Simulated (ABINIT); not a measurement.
# GaP (F-43m): G0W0 in ABINIT against the screening cutoff in the self-energy

Aim: move the screening cutoff in the self-energy of a G0W0 run on GaP (F-43m) over a wide range.

Program: ABINIT 10.8.3. Level of theory: PBE and many-body steps on it, plane waves. Results are calculated unless marked as measured.

### Step 1. The starting structure

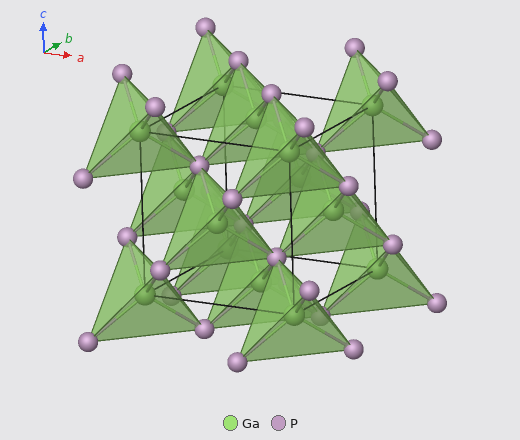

The starting structure, seen slightly off an axis (gallium green, phosphorus pink). This picture shows the conventional cell, with its axes. Some periodic images of atoms are drawn too.

As a file:

```cif
data_structure
_symmetry_space_group_name_H-M 'P 1'
_symmetry_Int_Tables_number 1
_cell_length_a 3.8541
_cell_length_b 3.8541
_cell_length_c 3.8541
_cell_angle_alpha 60.000
_cell_angle_beta 60.000
_cell_angle_gamma 60.000
_cell_volume 40.48
loop_
_atom_site_label
_atom_site_type_symbol
_atom_site_fract_x
_atom_site_fract_y
_atom_site_fract_z
_atom_site_occupancy
Ga1 Ga 0.00000 0.00000 0.00000 1
P2 P 0.25000 0.25000 0.25000 1
```

The cell and positions come from the Crystallography Open Database and are kept as given unless a step says otherwise.

### Step 2. Screening, 4×4×4 mesh, 268 bands, screening to 272.1 eV

This step: ABINIT 10.8.3; RPA screening on PBE, plane waves, norm-conserving pseudopotentials.

The RPA dielectric matrix is built and inverted for each q.

Input file run.abi:

```
acell 3*1.0 Angstrom
rprim 
  0.000000000000 2.725250000000 2.725250000000
  2.725250000000 0.000000000000 2.725250000000
  2.725250000000 2.725250000000 0.000000000000
ntypat 2
znucl 31 15
natom 2
typat 1 2
xred 
  0.000000000000 0.000000000000 0.000000000000
  0.250000000000 0.250000000000 0.250000000000
pp_dirpath "pseudos"
pseudos "Ga.upf, P.upf"
ecut 36
ngkpt 4 4 4
nshiftk 1
shiftk 0 0 0
kptopt 1
chksymbreak 0
istwfk *1
occopt 1
irdwfk 1
optdriver 3
nband 268
ecuteps 10
inclvkb 2
awtr 1
symchi 1
indata_prefix "in"
outdata_prefix "out"
tmpdata_prefix "tmp"
```

Launch:

```bash
> OMP_NUM_THREADS=1 mpirun -n 8 abinit run.abi > log
```

Log:

```text
.Version 10.8.3 of ABINIT. v10.8.2 released Aug 2026.

 Symmetries : space group F-4 3 m (#216); Bravais cF (face-center cubic)
[... echo of the input left out ...]
== DATASET  1 ==================================================================
-   mpi_nproc: 8, omp_nthreads: 1 (-1 if OMP is not activated)

--- !DatasetInfo
iteration_state: {dtset: 1, }
dimensions: {natom: 2, nkpt: 8, mband: 268, nsppol: 1, nspinor: 1, nspden: 1, mpw: 2832, }
cutoff_energies: {ecut:  36.0, pawecutdg:  -1.0, }
electrons: {nelect:   1.80000000E+01, charge:   0.00000000E+00, occopt:   1.00000000E+00, tsmear:   1.00000000E-02, }

 SCREENING: Calculation of the susceptibility and dielectric matrices

 Based on a program developped by R.W. Godby, V. Olevano, G. Onida, and L. Reining.
 Incorporated in ABINIT by V. Olevano, G.-M. Rignanese, and M. Torrent.
.Using double precision arithmetic ; gwpc =  8

[... cell and pseudopotentials left out ...]
--------------------------------------------------------------------------------

 ==== K-mesh for the wavefunctions ====
 Number of points in the irreducible wedge :     8
[... list of points left out ...]
 Together with 24 symmetry operations and time-reversal symmetry
 yields    64 points in the full Brillouin Zone.

 ==== Q-mesh for the screening function ====
 Number of points in the irreducible wedge :     8
[... list of points left out ...]
 Together with 24 symmetry operations and time-reversal symmetry
 yields    64 points in the full Brillouin Zone.

 setmesh: FFT mesh size selected  =    30x   30x   30
          total number of points  =        27000

 vcoul_init : cutoff-mode = AUXILIARY_FUNCTION
 q-points for optical limit:   1
     1)      0.000010    0.000020    0.000030

- screening: taking advantage of time-reversal symmetry
- Maximum band index for partially occupied states nbvw = 9
- Remaining bands to be divided among processors   nbcw = 259
- Number of bands treated by each node ~32

 Number of electrons calculated from density =   18.0000; Expected =   18.0000
 average of density, n =  0.065891
 r_s =    1.5359
 omega_plasma =   24.7610 [eV]

 calculating chi0 at frequencies [eV] :
  1    0.000000E+00    0.000000E+00
  2    0.000000E+00    2.476105E+01

--------------------------------------------------------------------------------
  q-point number  1        q = ( 0.000000, 0.000000, 0.000000) [r.l.u.]
--------------------------------------------------------------------------------
[... chi0 elements left out ...]
 For q-point:  0.000010 0.000020 0.000030
  dielectric constant =  18.0951
  dielectric constant without local fields =  19.6309

  Average fulfillment of the sum rule on Im[epsilon] for q-point    1 :    111.26  [%]
[... wings left out ...]
  q-point number  2        q = ( 0.250000, 0.000000, 0.000000) [r.l.u.]
--------------------------------------------------------------------------------
[... chi0 elements left out ...]
  Average fulfillment of the sum rule on Im[epsilon] for q-point    2 :    129.04  [%]

 [... 6 further q-points ...]
```

Run time: 36 s. Hardware: 8 MPI ranks of Intel Xeon Platinum 8488C (Sapphire Rapids), shared host; peak memory 2 GiB; 4.8 min of CPU time.

Numbers from this step:

- ε∞ with local fields, on this mesh, along the program's q direction: 18.10
- the same without local fields: 19.63
- plasma frequency: 24.76 eV
- plane waves in the screening matrix: 411

Local fields lower ε∞ by 8 %. On a Γ-centred mesh this coarse the value itself is usually too large, while a short band sum pulls it down.

### Step 3. 1 Ha

This step: G0W0 on PBE, plane waves, norm-conserving pseudopotentials.

run.abi: that of step 2 with these lines changed.

```diff
@@ -23,8 +23,17 @@
 irdwfk 1
-optdriver 3
+optdriver 4
 nband 268
-ecuteps 10
-inclvkb 2
-awtr 1
-symchi 1
+gwcalctyp 0
+ecutsigx 36
+symsigma 1
+nkptgw 2
+kptgw 
+  0.0000000000 0.0000000000 0.0000000000
+  0.5000000000 0.5000000000 0.0000000000
+bdgw 
+  7 13
+  8 11
+ecuteps 1
+irdscr 1
+ppmodel 1
 indata_prefix "in"
```

Log:

```text
.Version 10.8.3 of ABINIT. v10.8.2 released Aug 2026.

 Symmetries : space group F-4 3 m (#216); Bravais cF (face-center cubic)
[... echo of the input left out ...]
== DATASET  1 ==================================================================
-   mpi_nproc: 8, omp_nthreads: 1 (-1 if OMP is not activated)

--- !DatasetInfo
iteration_state: {dtset: 1, }
dimensions: {natom: 2, nkpt: 8, mband: 268, nsppol: 1, nspinor: 1, nspden: 1, mpw: 2832, }
cutoff_energies: {ecut:  36.0, pawecutdg:  -1.0, }
electrons: {nelect:   1.80000000E+01, charge:   0.00000000E+00, occopt:   1.00000000E+00, tsmear:   1.00000000E-02, }

 SIGMA: Calculation of the GW corrections

 Based on a program developped by R.W. Godby, V. Olevano, G. Onida, and L. Reining.
 Incorporated in ABINIT by V. Olevano, G.-M. Rignanese, and M. Torrent.
.Using double precision arithmetic ; gwpc =  8

[... cell and pseudopotentials left out ...]
--------------------------------------------------------------------------------

 ==== K-mesh for the wavefunctions ====
 Number of points in the irreducible wedge :     8
[... list of points left out ...]
 Together with 24 symmetry operations and time-reversal symmetry
 yields    64 points in the full Brillouin Zone.

 ==== Q-mesh for screening function ====
 Number of points in the irreducible wedge :     8
[... list of points left out ...]
 Together with 24 symmetry operations and time-reversal symmetry
 yields    64 points in the full Brillouin Zone.

 vcoul_init : cutoff-mode = AUXILIARY_FUNCTION
 q-points for optical limit:   1
     1)      0.000010    0.000020    0.000030
 setmesh: FFT mesh size selected  =    40x   40x   40
          total number of points  =        64000

 Number of electrons calculated from density =   18.0000; Expected =   18.0000
 average of density, n =  0.065891
 r_s =    1.5359
 omega_plasma =   24.7610 [eV]

 === KS Band Gaps ===
  >>>> For spin  1
   Minimum direct gap =   1.8169 [eV], located at k-point      :   0.0000  0.0000  0.0000
   Fundamental gap    =   1.6526 [eV], Top of valence bands at :   0.0000  0.0000  0.0000
                                       Bottom of conduction at :   0.5000  0.5000  0.0000
 SIGMA fundamental parameters:
 PLASMON POLE MODEL  1
 number of plane-waves for SigmaX                 2741
 number of plane-waves for SigmaC and W             15
 number of plane-waves for wavefunctions          2741
 number of bands                                   268
 number of independent spin polarizations            1
 number of spinorial components                      1
 number of k-points in IBZ                           8
 number of q-points in IBZ                           8
 number of symmetry operations                      24
 number of k-points in BZ                           64
 number of q-points in BZ                           64
 number of frequencies for dSigma/dE                 9
 frequency step for dSigma/dE [eV]                0.25
 number of omega for Sigma on real axis              0
 max omega for Sigma on real axis  [eV]           0.00
 zcut for avoiding poles [eV]                     0.10

 EPSILON^-1 parameters (SCR file):
 dimension of the eps^-1 matrix on file            411
 dimension of the eps^-1 matrix used                15
 number of plane-waves for wavefunctions          2741
 number of bands                                   268
 number of q-points in IBZ                           8
 number of frequencies                               2
 number of real frequencies                          1
 number of imag frequencies                          1

 matrix elements of self-energy operator (all in [eV])

 Perturbative Calculation

--- !SelfEnergy_ee
iteration_state: {dtset: 1, }
kpoint     : [   0.000,    0.000,    0.000, ]
spin       : 1
KS_gap     :    1.817
QP_gap     :    2.227
Delta_QP_KS:    0.410
data: !SigmaeeData |
     Band     E0 <VxcDFT>   SigX SigC(E0)      Z dSigC/dE  Sig(E)    E-E0       E
        7   4.357 -12.838 -14.651   1.907   0.801  -0.249 -12.763   0.075   4.432
        8   4.357 -12.838 -14.651   1.907   0.801  -0.249 -12.763   0.075   4.432
        9   4.357 -12.838 -14.651   1.907   0.801  -0.249 -12.763   0.075   4.432
       10   6.174 -12.306  -7.906  -3.798   0.806  -0.240 -11.820   0.485   6.659
       11   8.244 -10.862  -6.778  -3.773   0.805  -0.243 -10.612   0.251   8.495
       12   8.244 -10.862  -6.778  -3.773   0.805  -0.243 -10.612   0.251   8.495
       13   8.244 -10.862  -6.778  -3.773   0.805  -0.243 -10.612   0.251   8.495

--- !SelfEnergy_ee
iteration_state: {dtset: 1, }
kpoint     : [   0.500,    0.500,    0.000, ]
spin       : 1
KS_gap     :    4.335
QP_gap     :    4.840
Delta_QP_KS:    0.504
data: !SigmaeeData |
     Band     E0 <VxcDFT>   SigX SigC(E0)      Z dSigC/dE  Sig(E)    E-E0       E
        8   1.674 -11.507 -14.675   2.686   0.787  -0.271 -11.887  -0.379   1.295
        9   1.674 -11.507 -14.675   2.686   0.787  -0.271 -11.887  -0.379   1.295
       10   6.010  -9.355  -5.501  -3.700   0.815  -0.227  -9.230   0.125   6.135
       11   6.179 -10.511  -6.390  -3.639   0.811  -0.234 -10.120   0.390   6.570

== END DATASET(S) ==============================================================
================================================================================

 -outvars: echo values of variables after computation  --------
           etotal      0.0000000000E+00
            nband         268
             nkpt           8
          spgroup         216
 [... the other variables as echoed above ...]

 Calculation completed.
```

Run time: 3.3 s. Hardware: 8 MPI ranks; peak memory 1.2 GiB; 25 s of CPU time.

Numbers from this step:

| Quantity | Value |
| --- | --- |
| G0W0 gap on the points computed | 1.703 eV |
| starting gap on the mesh | 1.653 eV |
| k of the valence top | 0, 0, 0 |
| k of the conduction bottom | 0.5, 0.5, 0 |
| Z at the valence top | 0.801 |
| Z at the conduction bottom | 0.815 |
| least direct G0W0 gap on the computed points | 2.227 eV |

### Step 4. 2 Ha

run.abi: that of step 3 with these lines changed.

```diff
@@ -35,3 +35,3 @@
   8 11
-ecuteps 1
+ecuteps 2
 irdscr 1
```

Log:

```text
.Version 10.8.3 of ABINIT. v10.8.2 released Aug 2026.

 Symmetries : space group F-4 3 m (#216); Bravais cF (face-center cubic)
[... echo of the input left out ...]
== DATASET  1 ==================================================================
-   mpi_nproc: 8, omp_nthreads: 1 (-1 if OMP is not activated)

--- !DatasetInfo
iteration_state: {dtset: 1, }
dimensions: {natom: 2, nkpt: 8, mband: 268, nsppol: 1, nspinor: 1, nspden: 1, mpw: 2832, }
cutoff_energies: {ecut:  36.0, pawecutdg:  -1.0, }
electrons: {nelect:   1.80000000E+01, charge:   0.00000000E+00, occopt:   1.00000000E+00, tsmear:   1.00000000E-02, }

 SIGMA: Calculation of the GW corrections

 Based on a program developped by R.W. Godby, V. Olevano, G. Onida, and L. Reining.
 Incorporated in ABINIT by V. Olevano, G.-M. Rignanese, and M. Torrent.
.Using double precision arithmetic ; gwpc =  8

[... cell and pseudopotentials left out ...]
--------------------------------------------------------------------------------

 ==== K-mesh for the wavefunctions ====
 Number of points in the irreducible wedge :     8
[... list of points left out ...]
 Together with 24 symmetry operations and time-reversal symmetry
 yields    64 points in the full Brillouin Zone.

 ==== Q-mesh for screening function ====
 Number of points in the irreducible wedge :     8
[... list of points left out ...]
 Together with 24 symmetry operations and time-reversal symmetry
 yields    64 points in the full Brillouin Zone.

 vcoul_init : cutoff-mode = AUXILIARY_FUNCTION
 q-points for optical limit:   1
     1)      0.000010    0.000020    0.000030
 setmesh: FFT mesh size selected  =    40x   40x   40
          total number of points  =        64000

 Number of electrons calculated from density =   18.0000; Expected =   18.0000
[...]
number of omega for Sigma on real axis              0
 max omega for Sigma on real axis  [eV]           0.00
 zcut for avoiding poles [eV]                     0.10

 EPSILON^-1 parameters (SCR file):
 dimension of the eps^-1 matrix on file            411
 dimension of the eps^-1 matrix used                27
 number of plane-waves for wavefunctions          2741
 number of bands                                   268
 number of q-points in IBZ                           8
 number of frequencies                               2
 number of real frequencies                          1
 number of imag frequencies                          1

 matrix elements of self-energy operator (all in [eV])

 Perturbative Calculation

--- !SelfEnergy_ee
iteration_state: {dtset: 1, }
kpoint     : [   0.000,    0.000,    0.000, ]
spin       : 1
KS_gap     :    1.817
QP_gap     :    2.273
Delta_QP_KS:    0.456
data: !SigmaeeData |
     Band     E0 <VxcDFT>   SigX SigC(E0)      Z dSigC/dE  Sig(E)    E-E0       E
        7   4.357 -12.838 -14.651   1.707   0.793  -0.260 -12.922  -0.084   4.273
        8   4.357 -12.838 -14.651   1.707   0.793  -0.260 -12.922  -0.084   4.273
        9   4.357 -12.838 -14.651   1.707   0.793  -0.260 -12.922  -0.084   4.273
[...]
--- !SelfEnergy_ee
iteration_state: {dtset: 1, }
kpoint     : [   0.500,    0.500,    0.000, ]
spin       : 1
KS_gap     :    4.335
QP_gap     :    4.890
Delta_QP_KS:    0.555
data: !SigmaeeData |
     Band     E0 <VxcDFT>   SigX SigC(E0)      Z dSigC/dE  Sig(E)    E-E0       E
[...]
10   6.010  -9.355  -5.501  -3.798   0.811  -0.232  -9.310   0.045   6.055
       11   6.179 -10.511  -6.390  -3.806   0.806  -0.241 -10.257   0.253   6.433

== END DATASET(S) ==============================================================
================================================================================

 -outvars: echo values of variables after computation  --------
           etotal      0.0000000000E+00
            nband         268
             nkpt           8
          spgroup         216
 [... the other variables as echoed above ...]

 Calculation completed.
```

It took 3.4 s on 8 MPI ranks; peak memory 1.2 GiB; 26 s of CPU time.

Numbers from this step:

| Item | Value |
| --- | --- |
| G0W0 gap on the points computed | 1.782 eV |
| starting gap on the mesh | 1.653 eV |
| k of the valence top | 0, 0, 0 |
| k of the conduction bottom | 0.5, 0.5, 0 |
| Z at the valence top | 0.793 |
| Z at the conduction bottom | 0.811 |
| least direct G0W0 gap on the computed points | 2.273 eV |

### Step 5. 3.5 Ha

The self-energy is evaluated for the states that the input lists, and the levels follow from it, in one-shot runs by the linearised quasiparticle equation.

run.abi: that of step 4 with these lines changed.

```diff
@@ -35,3 +35,3 @@
   8 11
-ecuteps 2
+ecuteps 3.5
 irdscr 1
```

Log:

```text
.Version 10.8.3 of ABINIT. v10.8.2 released Aug 2026.

 Symmetries : space group F-4 3 m (#216); Bravais cF (face-center cubic)
[... echo of the input left out ...]
== DATASET  1 ==================================================================
-   mpi_nproc: 8, omp_nthreads: 1 (-1 if OMP is not activated)

--- !DatasetInfo
iteration_state: {dtset: 1, }
dimensions: {natom: 2, nkpt: 8, mband: 268, nsppol: 1, nspinor: 1, nspden: 1, mpw: 2832, }
cutoff_energies: {ecut:  36.0, pawecutdg:  -1.0, }
[...]
Band     E0 <VxcDFT>   SigX SigC(E0)      Z dSigC/dE  Sig(E)    E-E0       E
[...]
10   6.010  -9.355  -5.501  -3.907   0.808  -0.238  -9.398  -0.043   5.967
       11   6.179 -10.511  -6.390  -4.019   0.800  -0.249 -10.429   0.082   6.261

== END DATASET(S) ==============================================================
================================================================================

 -outvars: echo values of variables after computation  --------
           etotal      0.0000000000E+00
            nband         268
             nkpt           8
          spgroup         216
 [... the other variables as echoed above ...]

 Calculation completed.
```

Elapsed: 3.7 s, on 8 MPI ranks; peak memory 1.2 GiB; 28 s of CPU time.

This step gave:

| Item | Value |
| --- | --- |
| G0W0 gap on the points computed | 2.012 eV |
| starting gap on the mesh | 1.653 eV |
| k of the valence top | 0, 0, 0 |
| k of the conduction bottom | 0.5, 0.5, 0 |
| least direct G0W0 gap on the computed points | 2.33 eV |

The gap on the mesh goes from 1.65 eV to 2.01 eV, a correction of +0.36 eV.

### Step 6. 5 Ha

run.abi: that of step 5 with these lines changed.

```diff
@@ -35,3 +35,3 @@
   8 11
-ecuteps 3.5
+ecuteps 5
 irdscr 1
```

Log:

```text
.Version 10.8.3 of ABINIT. v10.8.2 released Aug 2026.

 Symmetries : space group F-4 3 m (#216); Bravais cF (face-center cubic)
[... echo of the input left out ...]
== DATASET  1 ==================================================================
-   mpi_nproc: 8, omp_nthreads: 1 (-1 if OMP is not activated)

--- !DatasetInfo
iteration_state: {dtset: 1, }
dimensions: {natom: 2, nkpt: 8, mband: 268, nsppol: 1, nspinor: 1, nspden: 1, mpw: 2832, }
cutoff_energies: {ecut:  36.0, pawecutdg:  -1.0, }
[...]
Band     E0 <VxcDFT>   SigX SigC(E0)      Z dSigC/dE  Sig(E)    E-E0       E
[...]
10   6.010  -9.355  -5.501  -3.963   0.807  -0.239  -9.443  -0.088   5.921
       11   6.179 -10.511  -6.390  -4.105   0.799  -0.252 -10.498   0.013   6.192

== END DATASET(S) ==============================================================
================================================================================

 -outvars: echo values of variables after computation  --------
           etotal      0.0000000000E+00
            nband         268
             nkpt           8
          spgroup         216
 [... the other variables as echoed above ...]

 Calculation completed.
```

Elapsed: 6 s, on 8 MPI ranks; peak memory 1.1 GiB; 47 s of CPU time.

This step gave:

```yaml
g0w0_gap_on_the_points_computed: 2.130 eV
starting_gap_on_the_mesh: 1.653 eV
k_of_the_valence_top: 0, 0, 0
k_of_the_conduction_bottom: 0.5, 0.5, 0
least_direct_g0w0_gap_on_the_computed_points: 2.322 eV
```

Against the run before, the gap moves by +0.118 eV.

(Continued in part 2 of 2.)

[Paths, hosts, dates, memory and timing lines, banners, echoed tables and standing remarks are left out of the program output.]

[Logs are printed without paths, hosts, clocks, repeated set-up lines and the standing remarks that a program may print on its own settings, such as how far it seeks lower states.]

[Runs of the session that timed out or met a known fault of the program may be left out.]

[Hosts, paths, dates, database ids (printed as entryN), source tags and the programs' standing remarks are cut or masked in the printed files.]

[G0W0 gaps are taken among the corrected bands and points alone; a level outside them can change the order at an edge.]

[Where Ansatz stands beside ABINIT at settings called matched, ABINIT's density can come from a denser mesh and the files from another edition; pairs whose starting gaps differed by over 0.03 eV were left out, so agreement reads better than it is.]
